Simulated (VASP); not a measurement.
Band structure of Bi₄Te₃ (space group R-3m). Method: PBEsol GGA, VASP's PBE PAW potentials (set 64) (plane waves; VASP).

Unless said otherwise, spin-orbit coupling is left out, though it shifts the bands of the heavy elements here.

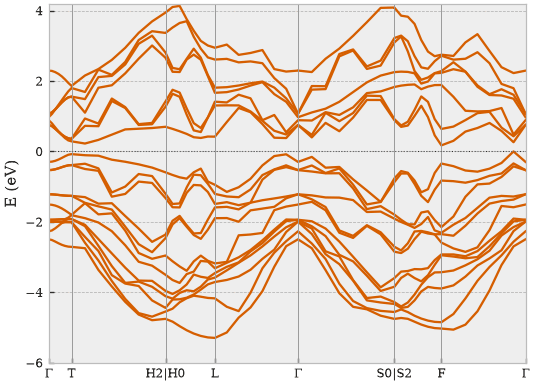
Figure: Bands along high-symmetry lines, zero at the valence-band maximum or, without a gap, the Fermi level

Question: Read the plot: is there a gap, and where are the band edges?

Answer: The gap is indirect, 0.17 eV, from the valence maximum at F-Γ at 0.86 to the conduction minimum at F.

The structure comes from a measured Bi4Te3 entry of the Crystallography Open Database, whose conditions weren't checked. The cell was not relaxed at this level. The k-mesh is coarse (spacing up to 0.55 per Å, 2π included), so the numbers may not be converged in it.
